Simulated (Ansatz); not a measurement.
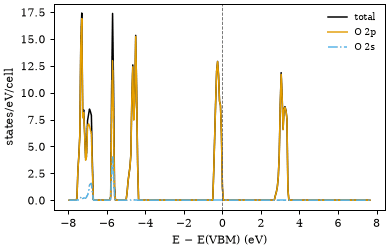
Figure. Total and projected density of states of O (α-O2, C2/m), r²SCAN in the plane-wave PAW code Ansatz

Question: Which orbitals carry the states next to the gap?

Answer: Top 1 eV of the valence band: O 2p 100 %. Bottom 1 eV of the conduction band: O 2p 99 %. Projections are on Löwdin-orthogonalised atomic valence shells; empty p or d shells of many metals are not among them.

Question: Where is the tallest occupied peak in this window, and what makes it?

Answer: Near -7.3 eV, about 17 states/eV per cell; the largest projected share is O 2p.

The cell was relaxed with r²SCAN under the symmetry of its start, as lowered by the spin order. Spin order of the final state: antiferromagnetic, chosen from 5 collinear starts compared on coarse meshes (ties went to the first, and starts can fall back to one state), not a proven ground state. Textbook magnetic order: antiferromagnetic. The substance is a gas or liquid at ambient conditions; this is its low-temperature solid. Other orbital occupations within this spin state were not tried. No Hubbard U is applied. A crystal of weakly bound molecules computed without a dispersion correction: the cell and the soft elastic constants depend strongly on that.

Potentials: the later of the program's two PAW sets.
